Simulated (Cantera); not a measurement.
Input: 1 mol SiHCl3, 0.26 mol C2H4, 2.5 mol H2, held at 20.0 mbar.

Cantera equilibrium calculation (NASA polynomials, part measured and part estimated; ideal gas, pure solids and liquids). Candidate condensed phases: C, C6H6, C7H8, C8H18, Si, SiC; 109 gas species. The tables' values for SiCl, SiCl3 are old estimates; treat these amounts as uncertain. Gases not in the tables: Si2H6 and higher silanes. Kinetics and transport are ignored.

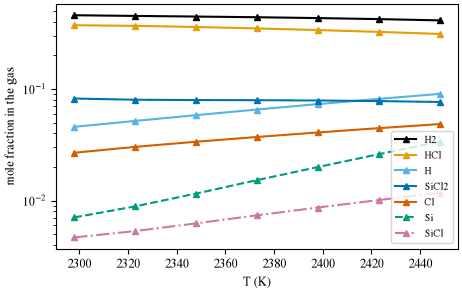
Fig. 1. Equilibrium gas composition (values under 1e-9 drawn at 1e-9)

Task: Read off the mole fractions at 2448 K.

Result: H2 about 0.41, HCl about 0.31, H about 0.090, SiCl2 about 0.076, Cl about 0.048, Si about 0.034, SiCl about 0.012.
